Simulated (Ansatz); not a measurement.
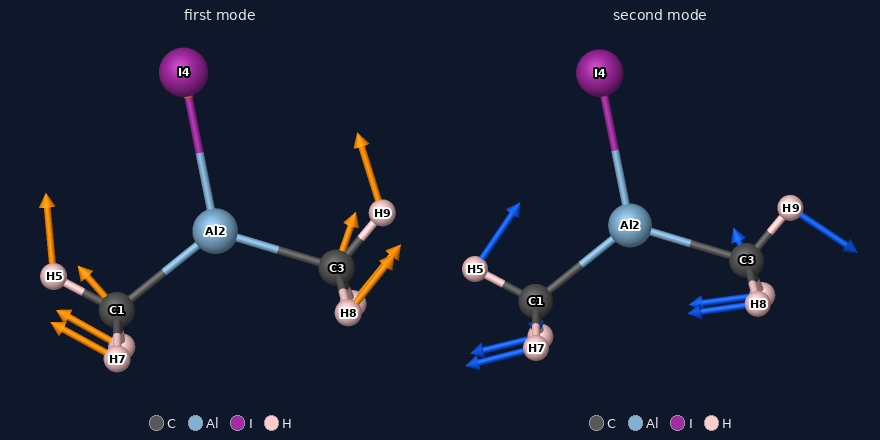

The system is C2H6AlI, SMILES [CH3][Al]([CH3])[I]; the picture shows the reference structure; its two panels give the patterns of the first and the second mode as arrows. 
- The first coordinate is: normal mode 4 (141 cm⁻¹); the second: normal mode 9 (590 cm⁻¹).
- Nothing is relaxed (straight displacements along the two mass-weighted modes).
- The scan uses a 9 × 9 grid.
- Points are written as (first, second).
- Energies: kJ/mol, counted from the lowest grid point.
- Theory: RKS PBE-D4/def2-SVP in Ansatz.

Its coordinates:

| atom | x (Å) | y (Å) | z (Å) |
| --- | --- | --- | --- |
| C | -0.4795 | 1.5297 | -0.7124 |
| Al | -0.3461 | -0.3835 | -0.3091 |
| C | 0.8598 | -1.1508 | 1.0319 |
| I | -1.8191 | -1.9586 | -1.5988 |
| H | -1.2148 | 1.7544 | -1.5098 |
| H | -0.7718 | 2.0981 | 0.1972 |
| H | 0.5081 | 1.9292 | -1.0298 |
| H | 1.9165 | -0.9099 | 0.7848 |
| H | 0.7689 | -2.2514 | 1.1172 |
| H | 0.6611 | -0.7082 | 2.0320 |

Range: normal mode 4 (141 cm⁻¹) from −1.75 to 1.75 amu½·Å; normal mode 9 (590 cm⁻¹) from −0.684 to 0.684 amu½·Å.

Question: Predict the map.

Answer: The lowest grid point is at (0.00 amu½·Å, 0.000 amu½·Å). It is the only kind of minimum in the scanned range. The highest grid point, (1.75 amu½·Å, −0.684 amu½·Å), lies 79.9 kJ/mol above the lowest.

| normal mode 9 (590 cm⁻¹) ↓, normal mode 4 (141 cm⁻¹) → | −1.75 | −1.31 | −0.87 | −0.44 | 0.00 | 0.44 | 0.87 | 1.31 | 1.75 |
| --- | --- | --- | --- | --- | --- | --- | --- | --- | --- |
| 0.684 | 76.6 | 58.3 | 45.5 | 38.2 | 36.1 | 39.3 | 47.7 | 61.2 | 79.9 |
| 0.513 | 50.2 | 35.5 | 25.7 | 20.2 | 18.7 | 20.9 | 27.1 | 37.4 | 52.2 |
| 0.342 | 31.5 | 20.0 | 12.7 | 8.8 | 7.7 | 9.2 | 13.4 | 20.9 | 32.4 |
| 0.171 | 20.3 | 11.0 | 5.4 | 2.6 | 1.8 | 2.7 | 5.6 | 11.1 | 20.5 |
| 0.000 | 16.6 | 8.0 | 3.1 | 0.7 | 0.0 | 0.7 | 3.1 | 7.9 | 16.5 |
| −0.171 | 20.3 | 11.0 | 5.4 | 2.6 | 1.8 | 2.7 | 5.6 | 11.1 | 20.5 |
| −0.342 | 31.5 | 20.0 | 12.7 | 8.8 | 7.7 | 9.2 | 13.4 | 20.9 | 32.4 |
| −0.513 | 50.2 | 35.5 | 25.7 | 20.2 | 18.7 | 20.9 | 27.1 | 37.4 | 52.3 |
| −0.684 | 76.6 | 58.3 | 45.5 | 38.2 | 36.1 | 39.3 | 47.7 | 61.2 | 79.9 |

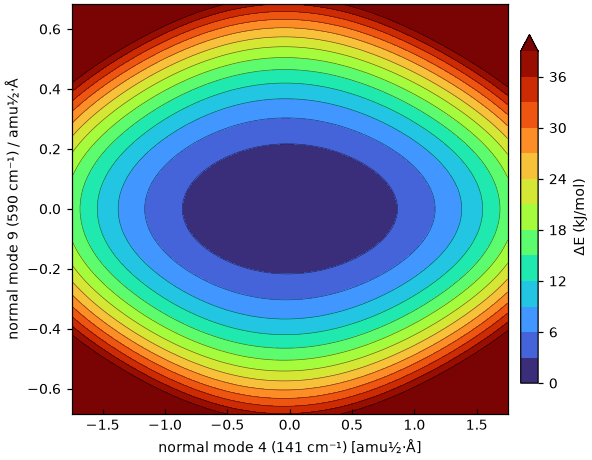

Drawn: filled contours, one colour for all values above the top of the scale. Between grid points the surface is interpolated.

Time for the 81 points that were run: 18 min on 1 thread of Intel(R) Xeon(R) Processor @ 2.70GHz, with other jobs on the host.
